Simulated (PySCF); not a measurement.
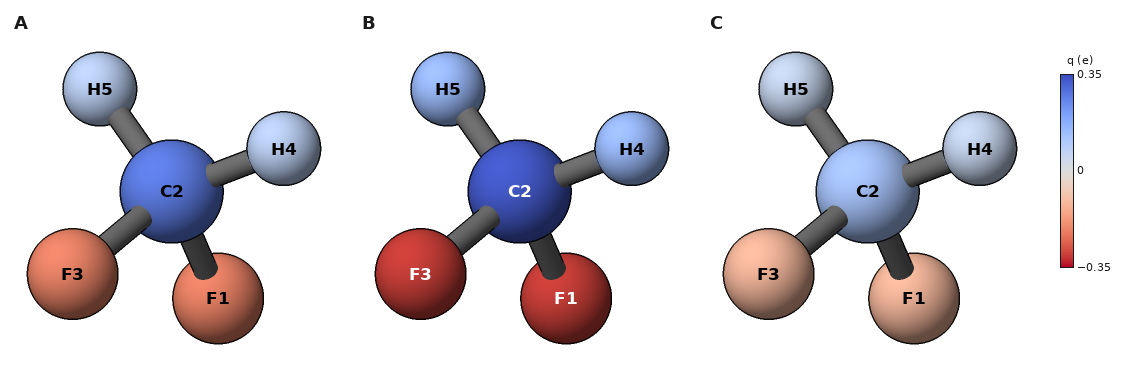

Atomic charges of one calculation by 3 schemes, on one colour scale. The computed structure is the end point of a GFN2-xTB optimisation. No frequency run is at hand to confirm it as a minimum. Computed with PBE0/pcSseg-1 (PySCF 2.14.0).

Question: The schemes are ESP-fitted, Hirshfeld, IAO. Which panel shows which?

Answer: A ESP-fitted, B IAO, C Hirshfeld.

List the charges (e), one line for each set of equivalent atoms.

```
  atom  ESP-fitted    IAO  Hirshfeld
F1, F3       −0.21  −0.30      −0.11
    C2        0.27   0.32       0.12
H4, H5        0.07   0.14       0.05
```
